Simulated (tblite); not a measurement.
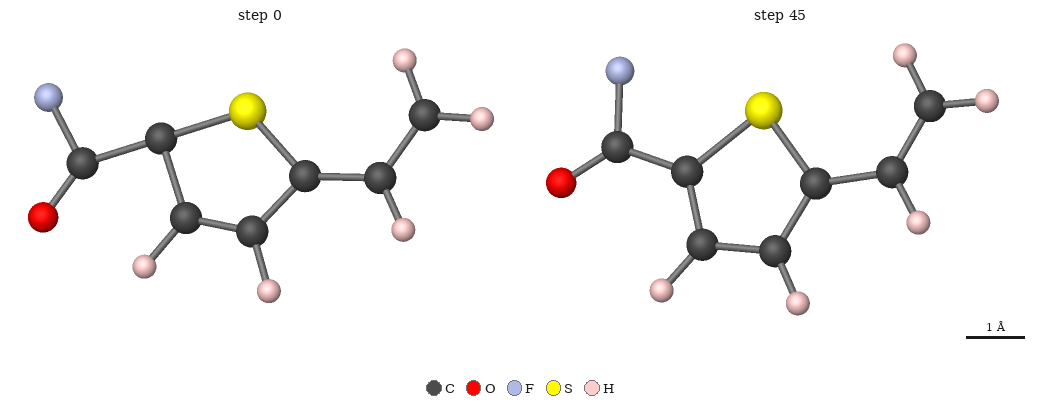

The structure of C$_{7}$H$_{5}$FOS before (left) and after (right) a relaxation, at one scale.

A ball-and-stick model, seen at a tilt.

The calculation used GFN2-xTB geometry optimisation, gas phase (tblite). 

Describe what moved and what it gained.

Answer. After 45 geometry steps the energy has fallen by 445.9 kJ/mol. The F atom moves most after the best rigid fit: 1.05 Å. By element the largest moves are F 1.05 Å, O 0.64 Å, C 0.62 Å, H 0.45 Å, S 0.08 Å. Near-neighbour distances that change, for instance: C–S 2.155 → 2.583 Å, C–S 2.183 → 2.576 Å, C–C 1.555 → 1.381 Å, C–C 1.297 → 1.393 Å. Among the angles between lasting bonds that change: C–C–S 179.9° → 122.6°, C–C–C 96.1° → 125.8°, C–S–C 118.7° → 91.1°.
